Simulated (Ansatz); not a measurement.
AlSiH$_{7}$O$_{2}$: geometry relaxation

System: AlSiH$_{7}$O$_{2}$.
Method: RKS r2SCAN-D4/6-31G* (Ansatz 0.2.0).

It belongs to a series of runs on one base structure; here: end point A relaxed. Figures and captions count atoms from 1; the log counts them from 0 in places.

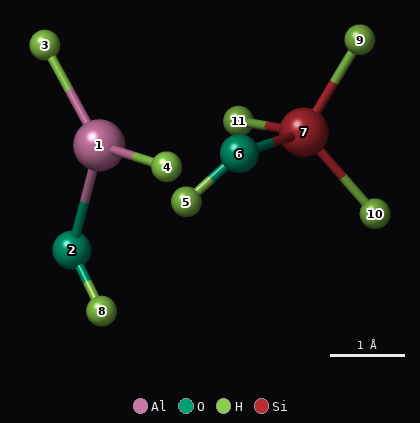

The input geometry (ball-and-stick view, seen at a tilt; atoms are numbered from 1 in the order of the input). Sticks mark near contacts. Bond lengths as drawn: Al–H 1.58 to 1.59 Å, Al–O 1.82 Å, H–O 0.97 Å, H–Si 1.48 to 1.49 Å and O–Si 1.67 Å.

**The input**
```yaml
crystal:
  periodic: [false, false, false]
  atoms:
    - { symbol: Al, position_ang: [-2.115254, -0.644989, 1.148899] }
    - { symbol: O, position_ang: [-0.575807, -1.358495, 1.797506] }
    - { symbol: H, position_ang: [-2.811684, -1.414785, -0.042009] }
    - { symbol: H, position_ang: [-2.705061, 0.602895, 1.938993] }
    - { symbol: H, position_ang: [0.650963, -0.325869, 0.200204] }
    - { symbol: O, position_ang: [0.428442, 0.390492, -0.416411] }
    - { symbol: Si, position_ang: [1.586623, 0.807346, -1.539244] }
    - { symbol: H, position_ang: [-0.247231, -0.90241, 2.586152] }
    - { symbol: H, position_ang: [0.903069, 1.628835, -2.567159] }
    - { symbol: H, position_ang: [2.686703, 1.61069, -0.930816] }
    - { symbol: H, position_ang: [2.199437, -0.39381, -2.176215] }
basis:
  gaussian: { orbitals: "6-31G*" }
hamiltonian:
  xc: r2scan
  dispersion: d4
relax:
  f_tol: 0.03
  max_steps: 50
output:
  orbitals: {}
```

Hardware: 2 threads of Arm Neoverse V2, 24 GiB of memory available, shared host.

Launched with:
```bash
ansatz run input.yaml --threads 2 --pin off --max-ram 3072MiB --backend cpu --events-out ev --progress --plain --runs-dir out
```

**Output**
```
The last accepted step is kept in [file] (removed where the run ends without a failure and the disk answers)
Engine: ansatz 0.2.0, aarch64-unknown-linux-gnu
Functional definition: r2SCAN
  parameter k0 = 0.174
  parameter k1 = 0.065
  parameter a1 = 4.9479
  exchange = r2scan_x(k0 = k0, k1 = k1, a1 = a1)
  correlation = r2scan_c
1004 factors; their error is unknown
mean field evaluation 1: about -18670.7205 eV, gradient 7.1e1 eV
mean field evaluation 2: about -18623.2516 eV, gradient 1.6e2 eV
mean field evaluation 4: about -18679.0964 eV, gradient 1.5e1 eV
mean field evaluation 8: about -18679.4990 eV, gradient 1.2e-1 eV
mean field evaluation 16: about -18679.4433 eV, gradient 6.1e-5 eV
mean field -18679.44332645 eV, -686.4568808656 hartree, gradient 6.1e-5 eV, S^2 0.000000; 0 other end points of the search recorded, 0 dependent functions left out
the calculation of the forces begins
reference -18679.44334324 eV, -686.4568814825 hartree; 25, 25 occupied and 57, 57 virtual orbitals, 1004 factors
relax step   1: F+E_penalty+E_count = -18679.48632667 eV  Δ(F+E_penalty+E_count) = +0.000e0 eV  max|allowed force component| = 1.572e0 eV/Å  Δτ_max = 0.0000 Å  (25 SCF iters, accepted)
these checks for a lower state are left out or cut short: starts, cluster_reference, orbital_swaps, neighbouring_geometries, increment
1004 factors; their error is unknown
mean field -18679.62566569 eV, -686.4635817091 hartree, gradient 1.9e-5 eV, S^2 0.000000; 0 other end points of the search recorded, 0 dependent functions left out
[... from here on the field's lines of each further geometry are left out, up to the last ...]
relax step   2: F+E_penalty+E_count = -18679.67078345 eV  Δ(F+E_penalty+E_count) = -1.845e-1 eV  max|allowed force component| = 8.170e-1 eV/Å  Δτ_max = 0.1910 Å  (27 SCF iters, accepted)
relax step   3: F+E_penalty+E_count = -18679.79729119 eV  Δ(F+E_penalty+E_count) = -1.265e-1 eV  max|allowed force component| = 4.101e-1 eV/Å  Δτ_max = 0.1965 Å  (28 SCF iters, accepted)
relax step   4: F+E_penalty+E_count = -18679.96966058 eV  Δ(F+E_penalty+E_count) = -1.724e-1 eV  max|allowed force component| = 4.609e-1 eV/Å  Δτ_max = 0.1957 Å  (28 SCF iters, accepted)
relax step   5: F+E_penalty+E_count = -18680.08973193 eV  Δ(F+E_penalty+E_count) = -1.201e-1 eV  max|allowed force component| = 2.793e-1 eV/Å  Δτ_max = 0.1952 Å  (27 SCF iters, accepted)
relax step   6: F+E_penalty+E_count = -18680.13206142 eV  Δ(F+E_penalty+E_count) = -4.233e-2 eV  max|allowed force component| = 5.539e-1 eV/Å  Δτ_max = 0.1955 Å  (27 SCF iters, accepted)
relax step   7: F+E_penalty+E_count = -18680.15180031 eV  Δ(F+E_penalty+E_count) = -1.974e-2 eV  max|allowed force component| = 2.966e-1 eV/Å  Δτ_max = 0.0358 Å  (27 SCF iters, accepted)
relax step   8: F+E_penalty+E_count = -18680.16852869 eV  Δ(F+E_penalty+E_count) = -1.673e-2 eV  max|allowed force component| = 2.203e-1 eV/Å  Δτ_max = 0.0906 Å  (28 SCF iters, accepted)
relax step   9: F+E_penalty+E_count = -18680.18564265 eV  Δ(F+E_penalty+E_count) = -1.711e-2 eV  max|allowed force component| = 4.130e-1 eV/Å  Δτ_max = 0.1998 Å  (27 SCF iters, accepted)
relax step  10: F+E_penalty+E_count = -18680.19048509 eV  Δ(F+E_penalty+E_count) = -4.842e-3 eV  max|allowed force component| = 4.853e-1 eV/Å  Δτ_max = 0.1575 Å  (26 SCF iters, accepted)
relax step  11: F+E_penalty+E_count = -18680.19620559 eV  Δ(F+E_penalty+E_count) = -5.721e-3 eV  max|allowed force component| = 7.951e-2 eV/Å  Δτ_max = 0.0556 Å  (27 SCF iters, accepted)
relax step  12: F+E_penalty+E_count = -18680.19638741 eV  Δ(F+E_penalty+E_count) = -1.818e-4 eV  max|allowed force component| = 2.924e-1 eV/Å  Δτ_max = 0.0810 Å  (27 SCF iters, accepted)
relax step  13: F+E_penalty+E_count = -18680.20127355 eV  Δ(F+E_penalty+E_count) = -4.886e-3 eV  max|allowed force component| = 1.664e-1 eV/Å  Δτ_max = 0.0690 Å  (26 SCF iters, accepted)
relax step  14: F+E_penalty+E_count = -18680.20603774 eV  Δ(F+E_penalty+E_count) = -4.764e-3 eV  max|allowed force component| = 2.383e-1 eV/Å  Δτ_max = 0.1062 Å  (27 SCF iters, accepted)
relax step  15: F+E_penalty+E_count = -18680.21052156 eV  Δ(F+E_penalty+E_count) = -4.484e-3 eV  max|allowed force component| = 1.732e-1 eV/Å  Δτ_max = 0.0917 Å  (27 SCF iters, accepted)
relax step  16: F+E_penalty+E_count = -18680.21476674 eV  Δ(F+E_penalty+E_count) = -4.245e-3 eV  max|allowed force component| = 1.764e-1 eV/Å  Δτ_max = 0.0872 Å  (26 SCF iters, accepted)
relax step  17: F+E_penalty+E_count = -18680.21714606 eV  Δ(F+E_penalty+E_count) = -2.379e-3 eV  max|allowed force component| = 1.376e-1 eV/Å  Δτ_max = 0.0632 Å  (27 SCF iters, accepted)
relax step  18: F+E_penalty+E_count = -18680.21854805 eV  Δ(F+E_penalty+E_count) = -1.402e-3 eV  max|allowed force component| = 7.759e-2 eV/Å  Δτ_max = 0.0428 Å  (26 SCF iters, accepted)
relax step  19: F+E_penalty+E_count = -18680.21908889 eV  Δ(F+E_penalty+E_count) = -5.408e-4 eV  max|allowed force component| = 3.425e-2 eV/Å  Δτ_max = 0.0227 Å  (27 SCF iters, accepted)
relax step  20: F+E_penalty+E_count = -18680.21935287 eV  Δ(F+E_penalty+E_count) = -2.640e-4 eV  max|allowed force component| = 3.363e-2 eV/Å  Δτ_max = 0.0094 Å  (27 SCF iters, accepted)
the calculation of the forces begins
reference -18680.16876668 eV, -686.4835403024 hartree; 25, 25 occupied and 57, 57 virtual orbitals, 1004 factors
relax step  21: F+E_penalty+E_count = -18680.21950271 eV  Δ(F+E_penalty+E_count) = -1.498e-4 eV  max|allowed force component| = 1.934e-2 eV/Å  Δτ_max = 0.0056 Å  (23 SCF iters, accepted)
1004 factors; their error is unknown
mean field evaluation 160: about -18679.6640 eV, gradient 1.5e1 eV
```

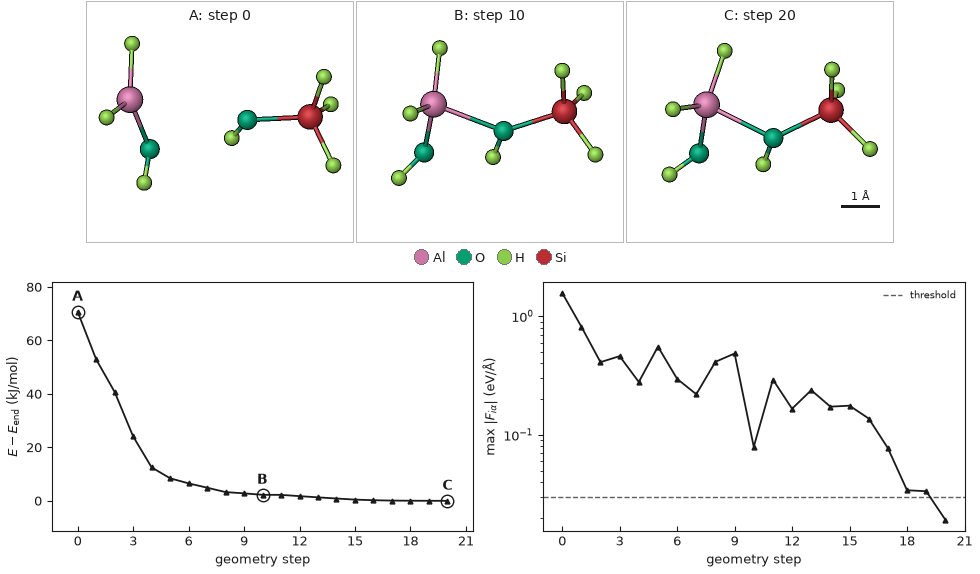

Frames of the relaxation (ball-and-stick view, seen at a tilt) above the curves, on which the letters mark them (the first geometry is step 0 here and step 1 in the log).

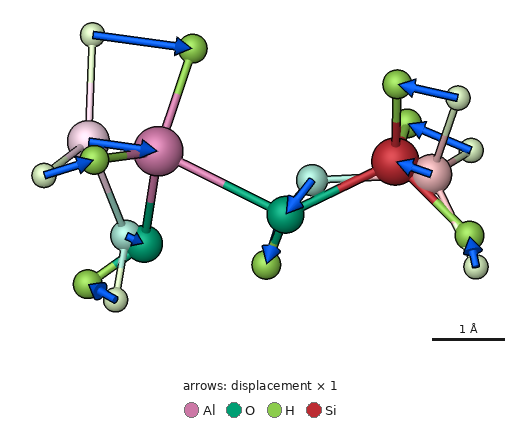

Start (faint) and end (solid) with the displacements as blue arrows, at true length (ball-and-stick view, seen at a tilt). The two geometries are laid on each other by the best rigid fit. H3 moves most after the best rigid fit: 1.41 Å. By element the largest moves are H 1.41 Å, Al 0.98 Å, O 0.64 Å, Si 0.54 Å. Distances before and after: Al1–O6 3.161 → 2.000 Å, Al1–O2 1.817 → 1.769 Å, O6–Si7 1.666 → 1.708 Å, H5–O6 0.971 → 0.993 Å. New bonds form: Al1–O6 (3.16 → 2.00 Å). Among the angles that change: Al1–O2–H8 113.2° → 119.0°, H3–Al1–H4 126.4° → 120.9°, O6–Si7–H10 111.9° → 107.6°. After 20 geometry steps the energy has fallen by 70.7 kJ/mol. The largest force component goes from 1.6 to 0.019 eV/Å. (Atoms are counted from 1 in the order of the input.)

```
mean field -18680.16875109 eV, -686.4835397295 hartree, gradient 9.2e-6 eV, S^2 0.000000; 1 other end points of the search recorded, 0 dependent functions left out
the calculation of the forces begins
reference -18680.16876668 eV, -686.4835403024 hartree; 25, 25 occupied and 57, 57 virtual orbitals, 1004 factors
Total energy: -18680.21951830 eV, -686.4854053901 hartree
Atom 0 at    -1.341342    -0.327025     0.631566 Å, force     0.016292    -0.004559    -0.001936 eV/Å
Atom 1 at    -0.340394    -1.324384     1.695629 Å, force    -0.009264     0.012134    -0.002340 eV/Å
Atom 2 at    -1.713281    -0.940226    -0.799588 Å, force    -0.000618     0.001509     0.004790 eV/Å
Atom 3 at    -2.304112     0.728362     1.348877 Å, force    -0.004976     0.002335    -0.001773 eV/Å
Atom 4 at     0.833593    -0.040322     0.881882 Å, force    -0.004877     0.001343    -0.004839 eV/Å
Atom 5 at     0.406060     0.548537     0.206315 Å, force    -0.013180    -0.005337     0.019344 eV/Å
Atom 6 at     1.119018     0.652299    -1.342527 Å, force     0.009305     0.002900     0.000978 eV/Å
Atom 7 at    -0.578918    -1.398646     2.626882 Å, force     0.004766    -0.008783     0.004018 eV/Å
Atom 8 at     0.178474     1.463651    -2.141809 Å, force    -0.003605     0.003722    -0.006132 eV/Å
Atom 9 at     2.426521     1.336249    -1.188516 Å, force     0.006275     0.003968    -0.002685 eV/Å
Atom 10 at     1.314582    -0.698594    -1.918812 Å, force    -0.000118    -0.009230    -0.009424 eV/Å
Dipole moment:     0.567652     0.172151    -0.035316 e Å
```

**Trajectory as extended XYZ (Å, eV, eV/Å), 9 of the 21 frames kept, from step=1 to step=21**
```
11
Properties=species:S:1:pos:R:3:forces:R:3 step=1 energy=-18679.48633
Al   -2.1153   -0.6450    1.1489    1.5718  -0.4818   0.5375
O    -0.5758   -1.3585    1.7975   -1.2360   0.6849  -0.7538
H    -2.8117   -1.4148   -0.0420    0.0393  -0.0213  -0.0137
H    -2.7051    0.6029    1.9390   -0.0109  -0.0010  -0.0302
H     0.6510   -0.3259    0.2002   -0.0759  -0.1413   0.1839
O     0.4284    0.3905   -0.4164   -0.2715  -0.0596   0.0897
Si    1.5866    0.8073   -1.5392    0.0299   0.0200   0.0223
H    -0.2472   -0.9024    2.5862   -0.0369   0.0072  -0.0130
H     0.9031    1.6288   -2.5672   -0.0133   0.0021  -0.0003
H     2.6867    1.6107   -0.9308    0.0121  -0.0022  -0.0095
H     2.1994   -0.3938   -2.1762   -0.0086  -0.0069  -0.0130
11
Properties=species:S:1:pos:R:3:forces:R:3 step=3 energy=-18679.79729
Al   -1.8218   -0.5020    0.9472    0.0963  -0.0569  -0.1592
O    -0.4281   -1.2878    1.6730    0.0554   0.2998   0.2277
H    -2.5783   -1.3313   -0.1715    0.0837   0.0663  -0.0719
H    -2.5081    0.6637    1.7944    0.1329   0.0701  -0.0874
H     0.4832   -0.3844    0.3378    0.1522  -0.1475   0.1854
O     0.2458    0.2987   -0.3298   -0.4101  -0.0543   0.2025
Si    1.4285    0.7454   -1.4263    0.1491   0.1104  -0.3064
H    -0.1828   -0.8926    2.5289    0.0051  -0.1941  -0.2368
H     0.7678    1.5750   -2.4648   -0.0543  -0.0293   0.0623
H     2.5262    1.5520   -0.8127   -0.1169  -0.0534   0.1039
H     2.0678   -0.4367   -2.0764   -0.0933  -0.0112   0.0799
11
Properties=species:S:1:pos:R:3:forces:R:3 step=6 energy=-18680.13206
Al   -1.4962   -0.3748    0.6761   -0.2655  -0.2156   0.2617
O    -0.3302   -1.3132    1.6879   -0.0658   0.2178   0.0751
H    -2.3055   -1.2132   -0.4060   -0.0036   0.0039  -0.0385
H    -2.1355    0.8814    1.4320   -0.0043   0.0175  -0.0242
H     0.5696   -0.3957    0.5913   -0.1322  -0.0041  -0.0155
O     0.1655    0.1794   -0.1541    0.5539   0.0276  -0.0215
Si    1.2285    0.7049   -1.3650   -0.0176   0.0769  -0.1120
H    -0.2683   -1.0361    2.6155   -0.0305  -0.0930  -0.1527
H     0.4477    1.5099   -2.3322   -0.0368  -0.0327   0.0576
H     2.2807    1.5292   -0.7184    0.0053  -0.0065  -0.0281
H     1.8440   -0.4720   -2.0272   -0.0028   0.0082  -0.0018
11
Properties=species:S:1:pos:R:3:forces:R:3 step=9 energy=-18680.18564
Al   -1.4420   -0.3672    0.6847    0.0254  -0.0282   0.1368
O    -0.4342   -1.3368    1.7869    0.0115   0.0909  -0.3482
H    -2.1072   -1.1389   -0.5372   -0.0218  -0.0231  -0.0444
H    -2.1355    0.9230    1.3349    0.0058  -0.0185  -0.0202
H     0.7423   -0.3665    0.6822    0.0075   0.0460  -0.0792
O     0.3363    0.2025   -0.0313   -0.1188  -0.1803   0.4130
Si    1.2091    0.7054   -1.3840    0.2180   0.0719  -0.2544
H    -0.4999   -1.1881    2.7344   -0.0366   0.0517   0.1475
H     0.2525    1.4610   -2.2215   -0.0140  -0.0012   0.0388
H     2.3290    1.5715   -0.9260   -0.0523  -0.0391  -0.0352
H     1.7498   -0.4659   -2.1232   -0.0248   0.0298   0.0455
11
Properties=species:S:1:pos:R:3:forces:R:3 step=11 energy=-18680.19621
Al   -1.4093   -0.3510    0.6718   -0.0538  -0.0274  -0.0275
O    -0.4406   -1.3271    1.7853    0.0393  -0.0347  -0.0070
H    -2.0211   -1.1075   -0.5961    0.0103   0.0118  -0.0007
H    -2.1555    0.9245    1.2906    0.0219  -0.0088   0.0074
H     0.8067   -0.3513    0.7336   -0.0189  -0.0023  -0.0342
O     0.3874    0.2209    0.0384    0.0571   0.0795   0.0122
Si    1.1949    0.6961   -1.3790   -0.0268   0.0499  -0.0346
H    -0.5611   -1.2306    2.7359   -0.0302   0.0120   0.0464
H     0.1795    1.4525   -2.1498    0.0584  -0.0546   0.0300
H     2.3409    1.5682   -1.0067   -0.0420  -0.0584  -0.0130
H     1.6785   -0.4947   -2.1238   -0.0152   0.0330   0.0212
11
Properties=species:S:1:pos:R:3:forces:R:3 step=13 energy=-18680.20127
Al   -1.3832   -0.3512    0.6689    0.0462  -0.0228  -0.0088
O    -0.4288   -1.3325    1.7949   -0.0643   0.0315  -0.1664
H    -1.9290   -1.0724   -0.6494   -0.0151  -0.0039   0.0089
H    -2.1564    0.9031    1.2955   -0.0157  -0.0212   0.0094
H     0.8410   -0.3053    0.7605    0.0131   0.0304  -0.0242
O     0.4130    0.2763    0.0814   -0.0165   0.0103   0.1197
Si    1.1736    0.6937   -1.3774    0.0428  -0.0018  -0.0664
H    -0.6382   -1.2737    2.7322    0.0185  -0.0015   0.1226
H     0.1481    1.4431   -2.1346    0.0147  -0.0055   0.0120
H     2.3513    1.5429   -1.0691   -0.0146  -0.0025  -0.0013
H     1.6088   -0.5241   -2.1029   -0.0091  -0.0130  -0.0056
11
Properties=species:S:1:pos:R:3:forces:R:3 step=16 energy=-18680.21477
Al   -1.3482   -0.3375    0.6459   -0.0332   0.0219  -0.0610
O    -0.3941   -1.3543    1.7315   -0.0062   0.0352  -0.0071
H    -1.7665   -0.9707   -0.7687    0.0241   0.0215   0.0569
H    -2.2579    0.7860    1.3397    0.0256  -0.0379  -0.0186
H     0.8564   -0.1281    0.8521    0.0063   0.0036  -0.0312
O     0.4248    0.4675    0.1882    0.0659   0.0291  -0.1475
Si    1.1379    0.6704   -1.3593    0.0274  -0.1764   0.1703
H    -0.6229   -1.3502    2.6685    0.0152  -0.0211   0.0061
H     0.1478    1.4462   -2.1278   -0.0358   0.0397  -0.0289
H     2.4079    1.4228   -1.1855   -0.0533  -0.0178   0.0065
H     1.4148   -0.6522   -1.9846   -0.0360   0.1024   0.0545
11
Properties=species:S:1:pos:R:3:forces:R:3 step=19 energy=-18680.21909
Al   -1.3419   -0.3290    0.6341    0.0284   0.0049  -0.0122
O    -0.3442   -1.3329    1.6962   -0.0343   0.0327   0.0130
H    -1.7089   -0.9325   -0.8013   -0.0095  -0.0135  -0.0012
H    -2.3033    0.7283    1.3503   -0.0033  -0.0027   0.0064
H     0.8338   -0.0474    0.8793    0.0012   0.0035   0.0068
O     0.4068    0.5474    0.2089    0.0124  -0.0108   0.0022
Si    1.1199    0.6528   -1.3408   -0.0237   0.0267  -0.0293
H    -0.5820   -1.3912    2.6296    0.0185  -0.0140  -0.0193
H     0.1750    1.4587   -2.1437    0.0158  -0.0079   0.0203
H     2.4261    1.3425   -1.1940   -0.0082  -0.0028   0.0117
H     1.3189   -0.6968   -1.9187    0.0027  -0.0162   0.0015
11
Properties=species:S:1:pos:R:3:forces:R:3 step=21 energy=-18680.21950
Al   -1.3413   -0.3270    0.6316    0.0163  -0.0046  -0.0019
O    -0.3404   -1.3244    1.6956   -0.0093   0.0121  -0.0023
H    -1.7133   -0.9402   -0.7996   -0.0006   0.0015   0.0048
H    -2.3041    0.7284    1.3489   -0.0050   0.0023  -0.0018
H     0.8336   -0.0403    0.8819   -0.0049   0.0013  -0.0048
O     0.4061    0.5485    0.2063   -0.0132  -0.0053   0.0193
Si    1.1190    0.6523   -1.3425    0.0093   0.0029   0.0010
H    -0.5789   -1.3986    2.6269    0.0048  -0.0088   0.0040
H     0.1785    1.4637   -2.1418   -0.0036   0.0037  -0.0061
H     2.4265    1.3362   -1.1885    0.0063   0.0040  -0.0027
H     1.3146   -0.6986   -1.9188   -0.0001  -0.0092  -0.0094
```

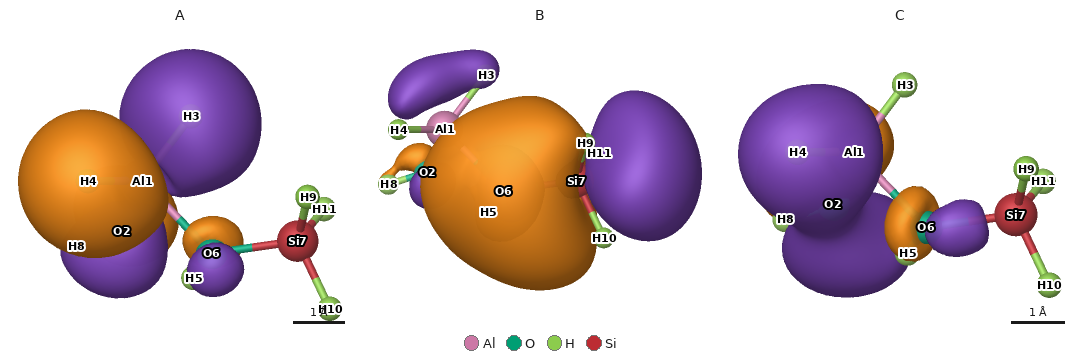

Three frontier orbitals at ±0.06 Å⁻³ᐟ² (orange and purple are the two phases). C is the HOMO−1 (−7.18 eV). A is the HOMO (−6.35 eV). It lies mainly on O2 (25 %), H4 (25 %), Al1 (25 %) and H3 (20 %). B is the LUMO (−0.82 eV). By Hirshfeld shares it lies mainly on Si7 (50 %), O6 (15 %) and Al1 (10 %). The HOMO–LUMO gap is 5.53 eV between the orbital energies.

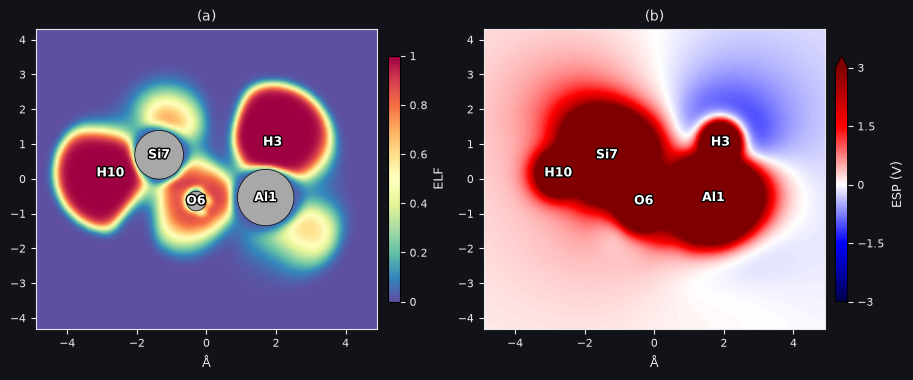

(a) ELF; (b) electrostatic potential on the plane of atoms H3, Al1 and O6. Grey discs, where drawn, cover atomic cores. Si–O (1.71 Å): the ELF peaks at about 0.90 between the atoms, which marks a shared but strongly polarised pair. Al–O (2.00 Å): the ELF peaks at about 0.90 in the valence shell of O, 0.6 Å from its nucleus, and is about 0.45 at the midpoint. Si–H (1.48 Å): the ELF climbs to about 1 towards the hydrogen, as it does in any bond to H. Al–H (1.60 Å): the ELF climbs to about 1 towards the hydrogen.

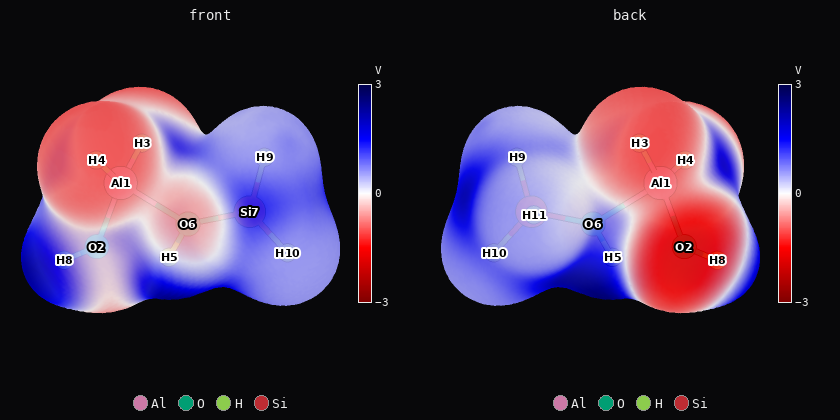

The electrostatic potential painted on the density surface at 0.002 e/bohr³, seen face on and from behind; the colour scale runs from red (negative) to blue (positive).

**Results in brief**

| quantity | value |
| --- | --- |
| outcome | converged |
| total energy | −18680.2195 eV |
| mean-field energy | −18680.1688 eV |
| largest force (length of the vector) at the end | 0.024 eV/Å |
| wall time | 61 s (CPU time 2 min) |
| peak memory | 0.15 GiB |
